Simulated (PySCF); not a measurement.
# AlH (SMILES [AlH]) at 3 levels

Aim: a comparison of 3 runs (HF-D4/aug-cc-pVDZ-DK, mPW1K/ma-def2-SVP, CASSCF(2,4)/6-311+G**) of AlH. Input form: a Python script.

The results are computed with PySCF 2.14.0.

9 further runs of the same task are left out: 2 that didn't finish, 7 set aside as unsound or not needed.

## 1. Starting point

The species is AlH (2 atoms), meant as a singlet with charge 0. SMILES: `[AlH]`. The shape comes from GFN2-xTB, which is rough for such elements, and wasn't checked as a minimum.

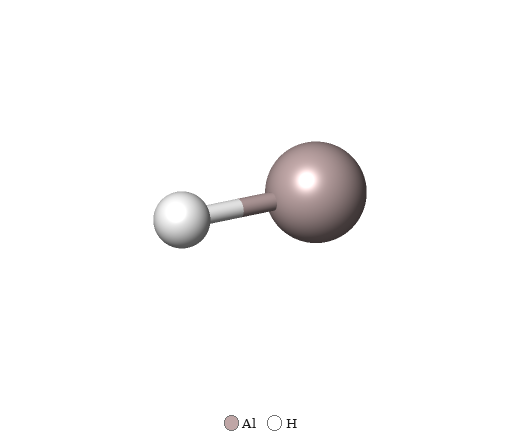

The structure, seen from a chosen angle (aluminium light grey, hydrogen white).

## 2. The response to a field at HF-D4/aug-cc-pVDZ-DK (sfX2C) (run 1)

The input, job.py:

```python
import numpy
from pyscf import gto
from pyscf.prop.polarizability import rhf

system = gto.M(
    atom='Al 0.000000 0.000000 0.000000; H 0.000000 0.000000 1.613470',
    basis='aug-cc-pvdz-dk',
    max_memory=1860,
    spin=0,
    verbose=4,
)

myscf = system.RHF()
myscf = myscf.sfx2c1e()
myscf.disp = 'd4'
myscf.kernel()

e_final = myscf.e_tot
print('E(%s) = %.9f' % ('HF', e_final))
pol = rhf.Polarizability(myscf)
alpha = pol.polarizability()
print('isotropic polarizability %.4f bohr^3' % (numpy.trace(alpha) / 3))
alpha_w = pol.polarizability_with_freq(freq=0.0656)
beta = pol.hyper_polarizability()
```

The run is started by

```bash
OMP_NUM_THREADS=1 python job.py
```

The program printed:

```text
PySCF version 2.14.0

[INPUT] num. atoms = 2
[INPUT] num. electrons = 14
[INPUT] charge = 0
[INPUT] spin (= nelec alpha-beta = 2S) = 0
[INPUT] symmetry False subgroup None
[INPUT] Mole.unit = angstrom
[INPUT] Symbol           X                Y                Z      unit          X                Y                Z       unit  Magmom
[INPUT]  1 Al     0.000000000000   0.000000000000   0.000000000000 AA    0.000000000000   0.000000000000   0.000000000000 Bohr   0.0
[INPUT]  2 H      0.000000000000   0.000000000000   1.613470000000 AA    0.000000000000   0.000000000000   3.049016410202 Bohr   0.0

nuclear repulsion = 4.26367006635388
number of shells = 13
number of NR pGTOs = 61
number of NR cGTOs = 36
basis = aug-cc-pvdz-dk
ecp = {}

******** <class 'pyscf.x2c.sfx2c1e.sfX2C1eRHF'> ********
method = sfX2C1eRHF
initial guess = minao
damping factor = 0
level_shift factor = 0
DIIS = <class 'pyscf.scf.diis.CDIIS'>
diis_start_cycle = 1
diis_space = 8
diis_damp = 0
SCF conv_tol = 1e-09
SCF conv_tol_grad = None
SCF max_cycles = 50
direct_scf = True
direct_scf_tol = 1e-13

******** <class 'pyscf.x2c.sfx2c1e.SpinFreeX2CHelper'> ********
approx = 1e
xuncontract = 1
Set gradient conv threshold to 3.16228e-05
Initial guess from minao.
Calc dispersion correction with DFTD4.
Parameters: xc=hf, atm=True
init E= -242.676429979778
  HOMO = -0.170859050048138  LUMO = -0.00424079838897086  gap/eV = 4.53391
cycle= 1 E= -242.88146782375  delta_E= -0.205  |g|= 0.116  |ddm|= 0.893
  HOMO = -0.291181097899208  LUMO = 0.00932153271084888  gap/eV = 8.17709
cycle= 2 E= -242.890218651189  delta_E= -0.00875  |g|= 0.0265  |ddm|= 0.362
  HOMO = -0.287146118846903  LUMO = 0.0137749741100656  gap/eV = 8.18848
cycle= 3 E= -242.890860314471  delta_E= -0.000642  |g|= 0.00603  |ddm|= 0.138
  HOMO = -0.287061743781086  LUMO = 0.0137852152400477  gap/eV = 8.18646
cycle= 4 E= -242.89090296415  delta_E= -4.26e-05  |g|= 0.000914  |ddm|= 0.0396
  HOMO = -0.287111503565676  LUMO = 0.0137097633640755  gap/eV = 8.18576
cycle= 5 E= -242.890904338149  delta_E= -1.37e-06  |g|= 0.000194  |ddm|= 0.00435
  HOMO = -0.287109588258925  LUMO = 0.0136963940929098  gap/eV = 8.18535
cycle= 6 E= -242.890904413334  delta_E= -7.52e-08  |g|= 1.81e-05  |ddm|= 0.00124
  HOMO = -0.287107968145906  LUMO = 0.0136954988035601  gap/eV = 8.18528
cycle= 7 E= -242.890904413821  delta_E= -4.87e-10  |g|= 2.22e-06  |ddm|= 0.000177
  HOMO = -0.287108447279279  LUMO = 0.0136952281182515  gap/eV = 8.18528
Extra cycle  E= -242.890904413828  delta_E= -6.42e-12  |g|= 7.4e-07  |ddm|= 1.77e-05
converged SCF energy = -242.890904413828
E(HF) = -242.890904414
Isotropic polarizability 48.1640033862
Polarizability anisotropy 0.753671610405
isotropic polarizability 48.1640 bohr^3
```

It took 1.9 s on 1 thread of Arm Neoverse V1, shared host; peak memory 0.12 GiB.

## 3. Energy and gradient at mPW1K/ma-def2-SVP (sfX2C, density fitting with cc-pvtz-jkfit, Cartesian functions) (run 2)

The input, input.xyz:

```xyz
2
AlH
Al     0.000000     0.000000     0.000000
H      0.000000     0.000000     1.613470
```

The input, calc.py:

```python
# AlH
from pyscf import gto, dft

mol = gto.M(
    atom='input.xyz',
    max_memory=1860,
    verbose=3,
    charge=0,
    basis='ma-def2-svp',
    cart=True,
)

calc0 = dft.RKS(mol, xc='mpw1k')
calc0 = calc0.x2c()
calc0 = calc0.density_fit(auxbasis='cc-pvtz-jkfit')
calc0.level_shift = 0.2
calc0.kernel()

e_final = calc0.e_tot
print('E = %.10f Eh' % e_final)
grad = calc0.nuc_grad_method().kernel()
```

The run is started by

```bash
OMP_NUM_THREADS=1 python calc.py
```

The program printed:

```text
converged SCF energy = -243.295640654964
E = -243.2956406550 Eh
--------------- DFsfX2C1eRKS gradients ---------------
         x                y                z
0 Al    -0.0000000000     0.0000000000     0.0101797395
1 H     0.0000000000    -0.0000000000    -0.0101798163
----------------------------------------------
```

Wall time 1.3 s (1 thread of Arm Neoverse V1, shared host); peak memory 0.2 GiB.

## 4. The energy at CASSCF(2,4)/6-311+G(d,p) (run 3)

The input, input.py:

```python
from pyscf import gto, mcscf

system = gto.Mole()
system.atom = '''
Al     0.000000     0.000000     0.000000
H      0.000000     0.000000     3.049016
'''
system.spin = 0
system.basis = '6-311+g**'
system.unit = 'bohr'
system.max_memory = 1860
system.verbose = 3
system.build()

mf = system.RHF()
mf.kernel()

cas = mcscf.CASSCF(mf, 4, 2)
cas.fix_spin_(ss=0.0)
cas.natorb = True
cas.kernel()
e_tot = cas.e_tot
print('Final energy', e_tot)
```

The run is started by

```bash
OMP_NUM_THREADS=1 python input.py
```

The program printed:

```text
converged SCF energy = -242.455489492856
CASSCF energy = -242.488787799802
CASCI E = -242.488787799802  E(CI) = -1.02939385308187  S^2 = 0.0000000
Final energy -242.48878779980225
```

It took 1.5 s on 1 thread of Arm Neoverse V1, shared host; peak memory 0.12 GiB.

## 5. The series

| run | level | task | integral approximation | energy (Eh) | dipole moment (D) of the reference | HOMO energy (eV) | LUMO energy (eV) | wall time |
| --- | --- | --- | --- | --- | --- | --- | --- | --- |
| 1 | HF-D4/aug-cc-pVDZ-DK (sfX2C) | polarizability | none | -242.890904 | 0.27 | -7.81 | 0.37 | 1.9 s |
| 2 | mPW1K/ma-def2-SVP (sfX2C, density fitting with cc-pvtz-jkfit, Cartesian functions) | gradient | cc-pvtz-jkfit | -243.295641 | 0.23 | -6.47 | -1.33 | 1.3 s |
| 3 | CASSCF(2,4)/6-311+G** | energy | none | -242.488788 | 0.31 | -7.81 | 0.49 | 1.5 s |

## 6. Outcome

| quantity | value |
| --- | --- |
| run 3: total energy | -242.48879 Eh |
| run 3: dipole moment (Hartree–Fock density) | 0.31 D |
| run 3: HOMO energy (Hartree–Fock orbitals) | -7.81 eV |
| run 3: LUMO energy (Hartree–Fock orbitals) | 0.49 eV |
| run 3: HOMO–LUMO gap (Hartree–Fock orbitals) | 8.29 eV |

What this shows: Some runs of one species differ in core potentials or relativity; totals across that change don't compare. All runs together took 4.7 s, the longest 1.9 s.
